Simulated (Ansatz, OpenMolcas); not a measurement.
**BSiN2H5 (SMILES N[SiH]1BN1): methods side by side**

BSiN2H5: 9 atoms, total charge 0, spin state singlet. SMILES: `N[SiH]1BN1`. The coordinates come from a PBE0-D4/def2-TZVP relaxation. This is one conformer, not always the lowest.

Each level gives the HOMO–LUMO gap (eV). The values are calculated.

```json
{"level": "SVWN5/cc-pVDZ", "kind": "LDA", "program": "Ansatz", "value (eV)": "4.24", "CPU time": "4.1 s"}
{"level": "BLYP/cc-pVDZ", "kind": "GGA", "program": "OpenMolcas", "value (eV)": "4.42", "CPU time": "30 s"}
{"level": "PBE/cc-pVDZ", "kind": "GGA", "program": "Ansatz", "value (eV)": "4.37", "CPU time": "6.1 s"}
{"level": "B3LYP/cc-pVDZ", "kind": "global hybrid", "program": "OpenMolcas", "value (eV)": "6.18", "CPU time": "29 s"}
{"level": "PBE0/cc-pVDZ", "kind": "global hybrid", "program": "Ansatz", "value (eV)": "6.59", "CPU time": "7.7 s"}
{"level": "CAM-B3LYP/cc-pVDZ", "kind": "range-separated hybrid", "program": "Ansatz", "value (eV)": "9.09", "CPU time": "8.4 s"}
{"level": "HSE06/cc-pVDZ", "kind": "range-separated hybrid", "program": "Ansatz", "value (eV)": "5.80", "CPU time": "7.7 s"}
{"level": "PBE-QIDH/cc-pVDZ", "kind": "double hybrid", "program": "Ansatz", "value (eV)": "10.42", "CPU time": "10 s"}
```

The values span 4.24 to 10.42 eV. Orbital gaps aren't excitation energies, and those of double hybrids come from the SCF part alone; they tend to grow with the share of exact exchange. CPU times are rough (shared hosts, several kinds of processor and program).

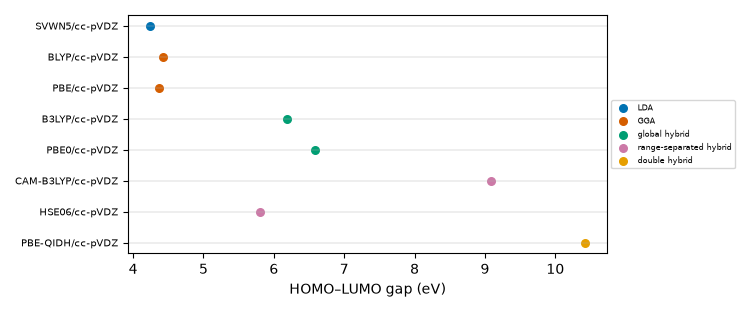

The values of the table, level by level.
